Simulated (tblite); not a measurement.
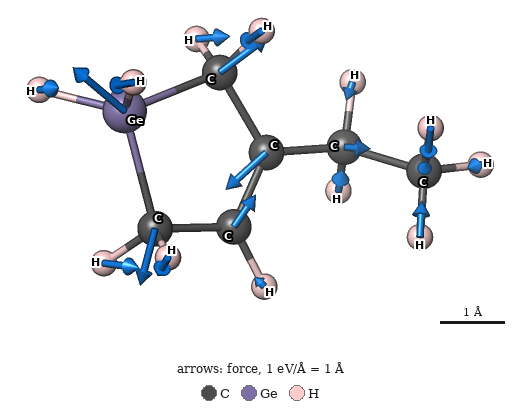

Starting geometry of C6H12Ge with the computed forces as blue arrows. A ball-and-stick model, seen at a tilt.

These are results of tblite 0.8.0, GFN2-xTB geometry optimisation, gas phase, not measurements. 

> Is this structure relaxed? If not, where do the atoms go?

It isn't relaxed: the largest force vector, on the Ge atom, is 1.32 eV/Å. The final displacements have little in common with the starting forces (cosine between the two patterns 0.15). The largest moves after the best rigid fit, 0.70 Å, are those of H atoms. By element the largest moves are H 0.70 Å, C 0.35 Å, Ge 0.11 Å. Near-neighbour distances that change, for instance: Ge–H 1.563 → 1.506 Å, C–Ge 1.933 → 1.979 Å, Ge–H 1.542 → 1.505 Å, C–H 1.117 → 1.091 Å. Bond angles that change, for instance: H–Ge–H 115.8° → 106.3°, H–C–H 111.3° → 106.8°, C–Ge–H 111.1° → 114.9°. Groups turn about C–C by about 35°. The energy falls by 26.8 kJ/mol in 85 geometry steps. Cost: 0.47 s on 1 thread of Arm Neoverse V2, with other jobs on the host.
